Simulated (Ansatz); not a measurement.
Ge$_{10}$H$_{16}$ (Ge10H16 off sphere)

Input

```
crystal:
  periodic: [false, false, false]
  atoms:
    - {symbol: Ge, position_ang: [0.005906, -2.822780, 0.003896]}
    - {symbol: Ge, position_ang: [-0.002766, -0.006357, -2.823596]}
    - {symbol: Ge, position_ang: [-2.824809, -0.004453, 0.000894]}
    - {symbol: Ge, position_ang: [0.001405, 0.004965, 2.823664]}
    - {symbol: Ge, position_ang: [-0.004088, 2.822328, -0.001483]}
    - {symbol: Ge, position_ang: [2.822458, 0.005894, -0.003160]}
    - {symbol: Ge, position_ang: [-1.414703, -1.420329, -1.411252]}
    - {symbol: Ge, position_ang: [1.418171, -1.408903, 1.416070]}
    - {symbol: Ge, position_ang: [1.409381, 1.415127, -1.419122]}
    - {symbol: Ge, position_ang: [-1.418359, 1.413914, 1.414163]}
    - {symbol: H, position_ang: [0.898238, -3.737015, -0.886681]}
    - {symbol: H, position_ang: [-0.878894, -3.744293, 0.894409]}
    - {symbol: H, position_ang: [0.889430, -0.897700, -3.737214]}
    - {symbol: H, position_ang: [-0.893102, 0.878169, -3.745526]}
    - {symbol: H, position_ang: [-3.743566, -0.892986, 0.890527]}
    - {symbol: H, position_ang: [-3.741744, 0.883778, -0.890963]}
    - {symbol: H, position_ang: [-0.883577, -0.885084, 3.745437]}
    - {symbol: H, position_ang: [0.890075, 0.899639, 3.737429]}
    - {symbol: H, position_ang: [-0.892798, 3.744195, -0.887676]}
    - {symbol: H, position_ang: [0.888534, 3.736203, 0.889234]}
    - {symbol: H, position_ang: [3.740787, -0.884514, -0.891396]}
    - {symbol: H, position_ang: [3.739639, 0.899452, 0.883097]}
    - {symbol: H, position_ang: [-2.314665, -2.325500, -2.310016]}
    - {symbol: H, position_ang: [2.322267, -2.307170, 2.317603]}
    - {symbol: H, position_ang: [2.307346, 2.317736, -2.322452]}
    - {symbol: H, position_ang: [-2.320573, 2.315673, 2.314117]}
basis:
  gaussian: {orbitals: def2-TZVP, fitting: {mean_field: def2-universal-jkfit}, initial_orbitals: start.molden}
hamiltonian: {xc: pbe0, dispersion: d4}
scf: {omitted_lower_state_checks: [starts]}
output: {forces: true, orbitals: {seedname: orbitals}}
```

Run with:

```sh
ansatz run in.yaml --threads 2 --pin off --events-out ev --progress --plain --max-ram 32768MiB --backend cuda --devices 0, --max-vram 18GiB
```

Geometry: PBE-D4/def2-SVP.

All numbers below come from Ansatz, RKS PBE0-D4/def2-TZVP.

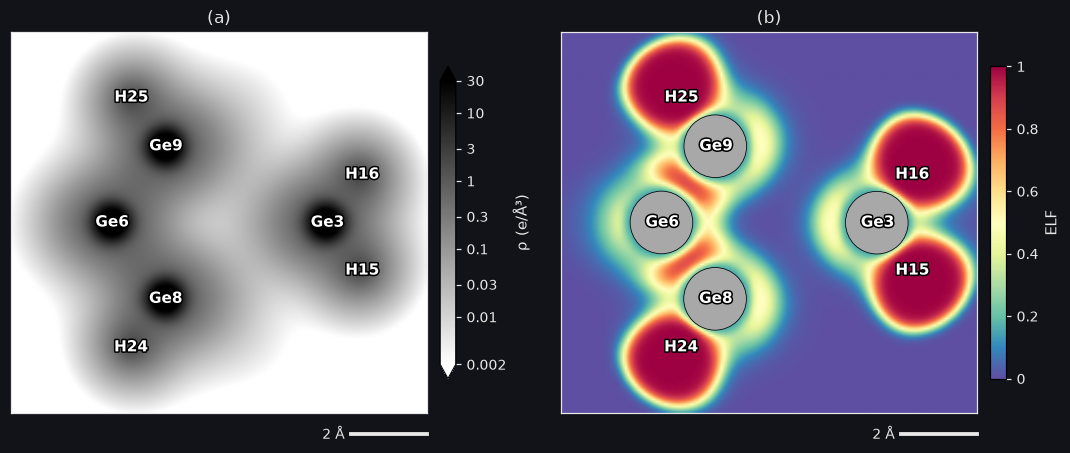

Figure 1. (a) electron density; (b) ELF on the plane of atoms H15, Ge3 and H16. Grey discs cover the atomic cores in the ELF map.

Interpret the plot.

Answer. Atoms in the plane: Ge and H.
Ge–Ge (2.45 Å): ρ at the midpoint is about 0.55 e/Å³; the ELF peaks at about 0.85 between the atoms (a covalent bond).
Ge–H (1.56 Å): ρ is about 1 e/Å³ halfway; the ELF climbs to about 1 towards the hydrogen.

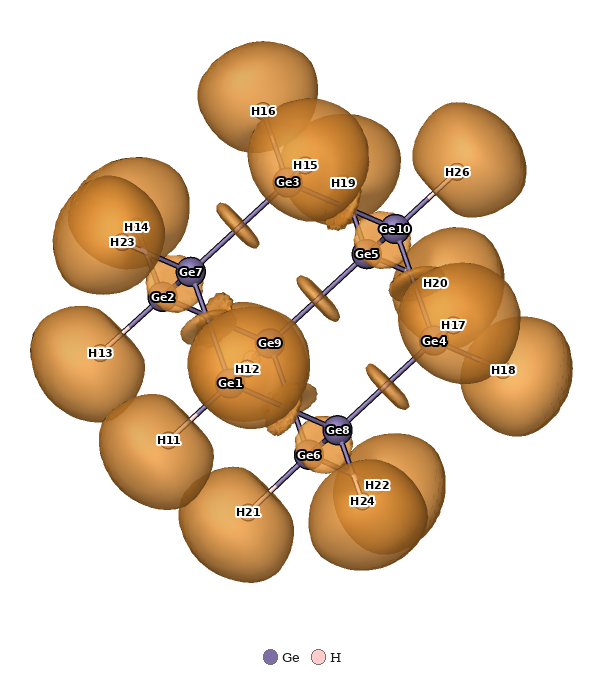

Figure 2. Isosurface of the electron localisation function at 0.8 (orange), seen at a tilt. Only the valence region is drawn (cores and ρ < 0.01 e/Å³ removed).

Where are the electrons localised?

Answer. The surface consists of twelve regions between bonded Ge–Ge atoms (shared pairs) and 16 regions around hydrogen nuclei.

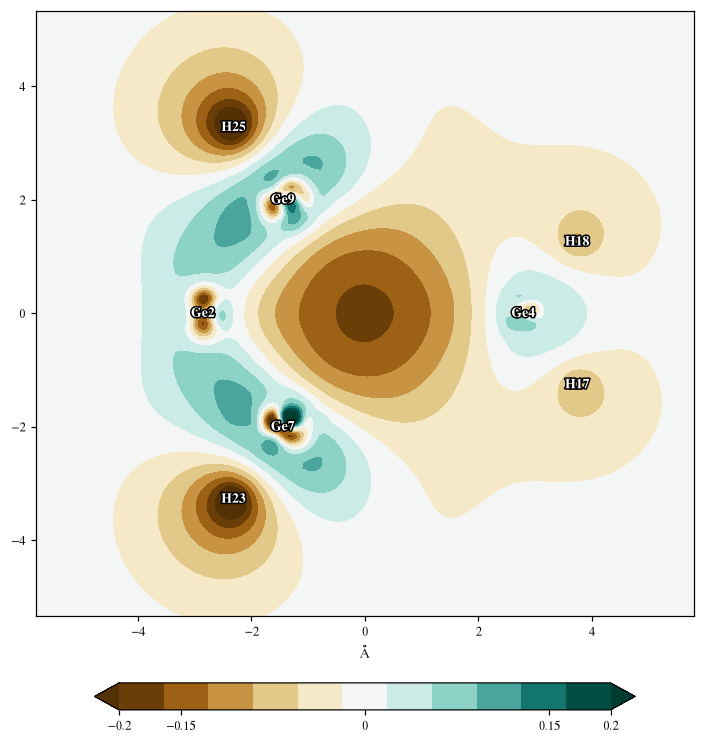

Figure 3. The LUMO on the plane of atoms H17, Ge4 and H18 (values in Å⁻³ᐟ²; the overall sign is arbitrary).

Where does this orbital lie, and at what energy?

Answer. No atom holds more than about 10 % of it (Hirshfeld); by element the shares are Ge 70 % and H 30 %. Its energy is −0.88 eV.

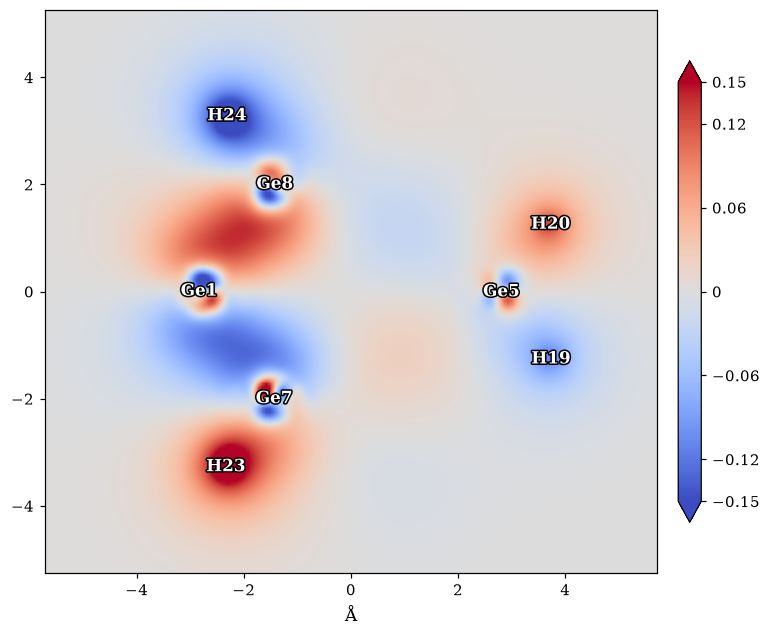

Figure 4. The HOMO on the plane of atoms H19, Ge5 and H20 (values in Å⁻³ᐟ²; the overall sign is arbitrary).

What is the character of this orbital?

Answer. By Hirshfeld shares it lies mainly on Ge7 (about 10 %), Ge8 (about 10 %), Ge10 (about 10 %), Ge9 (about 10 %), Ge4 (about 5 %), Ge3 (about 5 %), Ge1 (about 5 %), Ge2 (about 5 %), Ge5 (about 5 %) and Ge6 (about 5 %). It is one of a degenerate set, so its orientation is arbitrary. Its energy is −7.57 eV.
